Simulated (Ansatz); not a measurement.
AsH$_{3}$···H (doublet)

Input

```
crystal:
  periodic: [false, false, false]
  atoms:
    - { symbol: H, position_ang: [-0.291, -0.8542, -0.5192] }
    - { symbol: As, position_ang: [0.444, 0.978, -0.3544] }
    - { symbol: H, position_ang: [-0.6678, -1.7509, -0.5022] }
    - { symbol: H, position_ang: [-0.7108, 1.2137, 0.5764] }
    - { symbol: H, position_ang: [1.2256, 0.4133, 0.7993] }
magnetization:
  spin_polarized: true
  initial_magnetization: 1
basis:
  gaussian: { orbitals: def2-SVP }
hamiltonian:
  xc: b3lyp
  dispersion: d4
relax:
  f_tol: 0.15
  max_steps: 25
  restrain:
    - { distance: [0, 2], at: 1.92, k: 30.0 }
    - { distance: [1, 0], at: 1.5, k: 30.0 }
output:
  orbitals: {}
```

Command:

```sh
ansatz run input.yaml --threads 1 --pin off --max-ram 2048MiB --backend cpu --events-out ev --progress --plain --runs-dir out
```

The fields are those of the relaxed geometry.

Theory: Ansatz 0.2.0, UKS B3LYP-D4/def2-SVP.

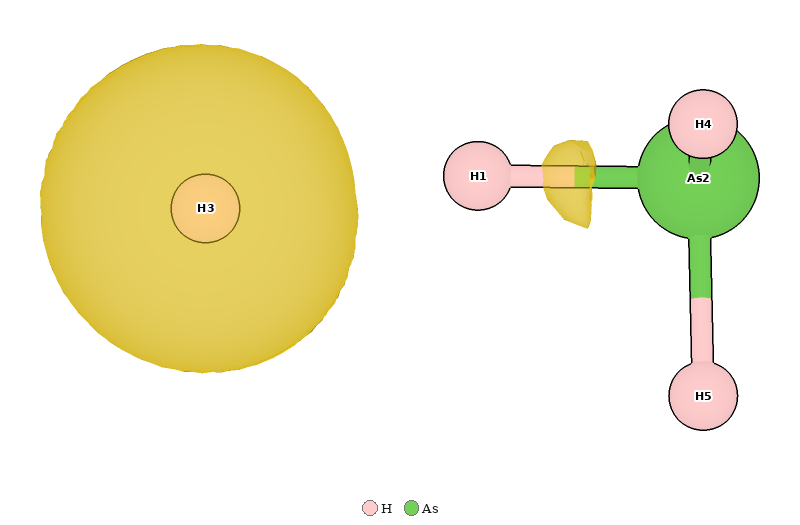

Figure 1. Isosurface of the spin density at +0.03 e/Å³ (yellow), seen at a tilt.

Question: Describe the spin distribution.

Answer: The unpaired spin (1 electron) lies mostly on H3 (about 0.9), in electrons by Hirshfeld's partition.

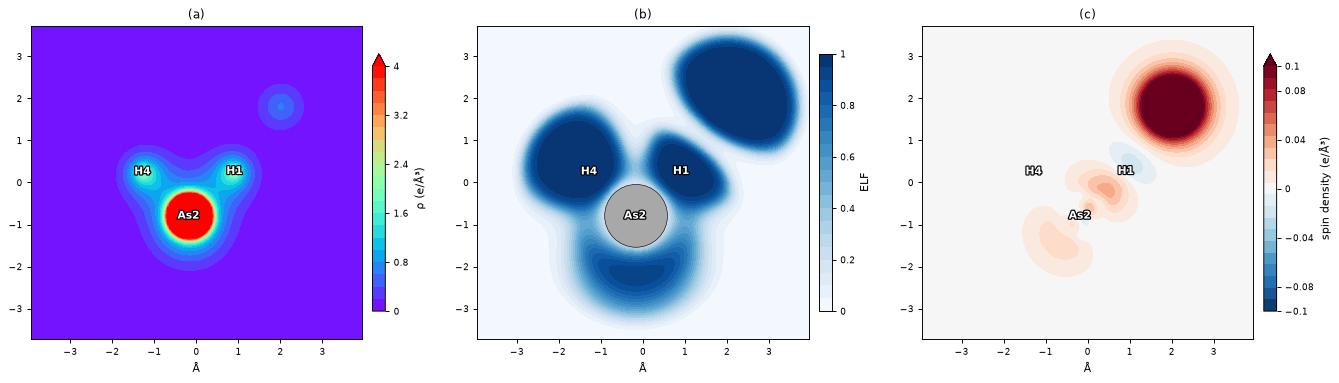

Figure 2. (a) total electron density; (b) electron localisation function; (c) spin density on the plane of atoms H1, As2 and H4. Grey discs cover the atomic cores in the ELF map.

Question: Interpret the plot.

Answer: The plane passes through H and As nuclei. As–H (1.51 Å): ρ at the midpoint is about 1.1 e/Å³; the ELF climbs to about 1 towards the hydrogen, as it does in any bond to H. The ELF also peaks beside As2, away from the bonds: non-bonding electrons, paired or unpaired.

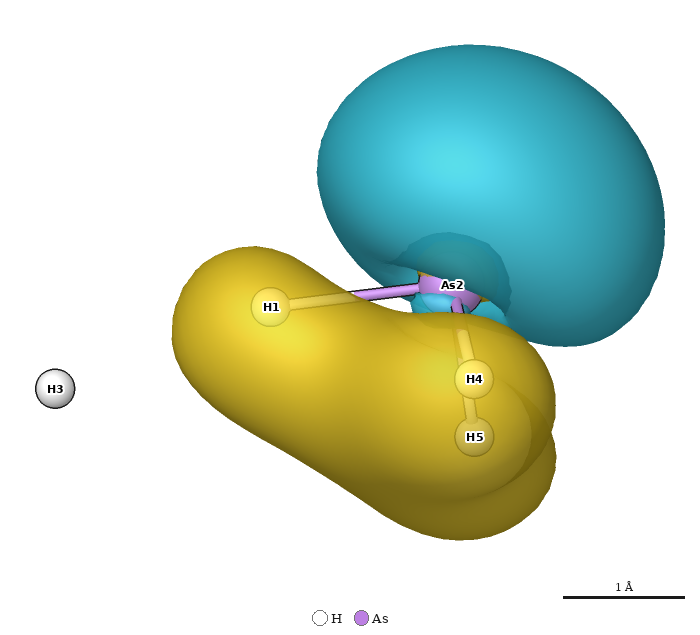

Figure 3. The HOMO (β) at ±0.1 Å⁻³ᐟ² (yellow and cyan are the two phases), seen from one side.

Question: Describe this orbital and give its energy.

Answer: By Hirshfeld shares it lies mainly on As2 (about 75 %), H4 (about 5 %), H5 (about 5 %) and H1 (about 5 %); largely a lone pair of As2. Its energy is −7.61 eV.
